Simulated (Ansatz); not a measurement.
WSe2: carrier doping

Start from WSe2 (space group P6_3/mmc, No. 194; a = 3.279 Å, c = 12.786 Å; layered, stacked along the Cartesian z axis).

Carriers are added at fixed cell with a uniform background; the Fermi–Dirac width is that of 300 K.

Computed with PBE-D3(BJ) in Ansatz (plane waves to 420 eV, PAW, no spin-orbit coupling).

Notes on the quantities. Fermi level from band edge: Fermi level relative to the doped band's edge (positive inside the band; to 0.05 eV).

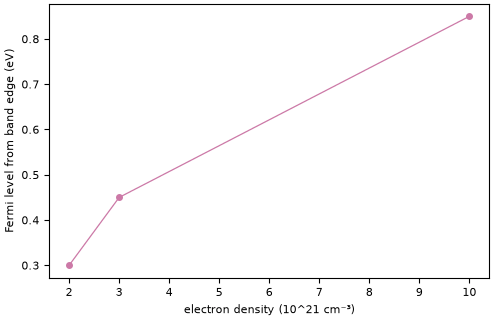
Fermi level from band edge against electron density

Question: From the plot, what is the Fermi level from band edge for electrons 3.0×10^21 cm⁻³?

Answer: About 0.45 eV.

Question: Is the trend monotonic over the range shown?

Answer: Yes, it rises throughout, spanning +0.30 eV to +0.85 eV.

Carriers are added with a uniform compensating background; total energy and stress of such cells depend on the potential's zero and are not compared; many-body gap narrowing is missing at this level. No phonon test of stability was made.

Ansatz is a program for electronic structure.
